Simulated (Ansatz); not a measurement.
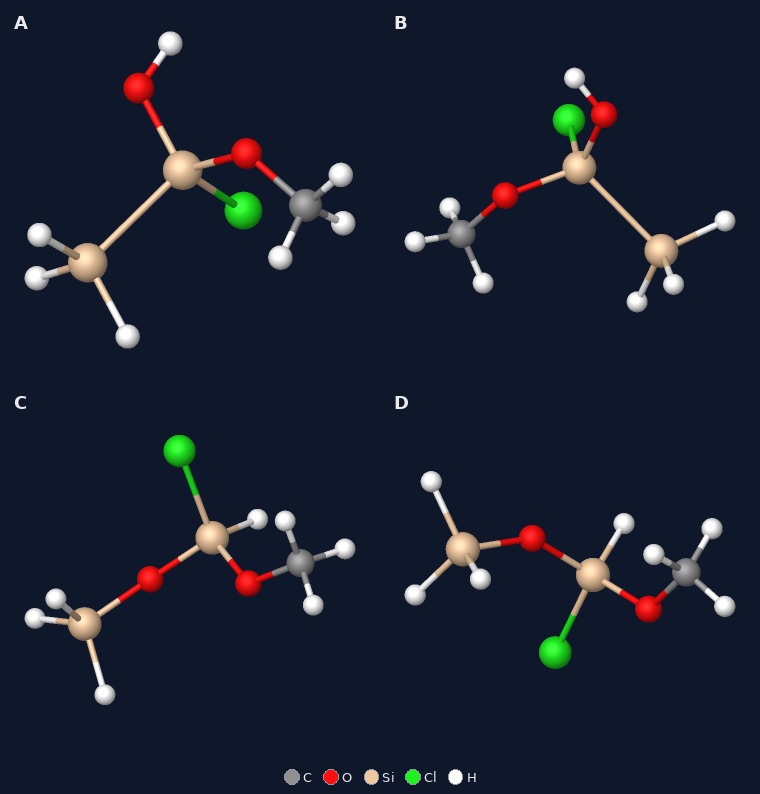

(Drawn from a calculation with Ansatz.)

### Match each picture to its SMILES.
(1) CO[Si@@](O)([SiH3])Cl
(2) CO[Si@](O)([SiH3])Cl
(3) CO[Si@H](Cl)O[SiH3]
(4) CO[Si@@H](Cl)O[SiH3]

A is (2), B is (1), C is (3), D is (4).
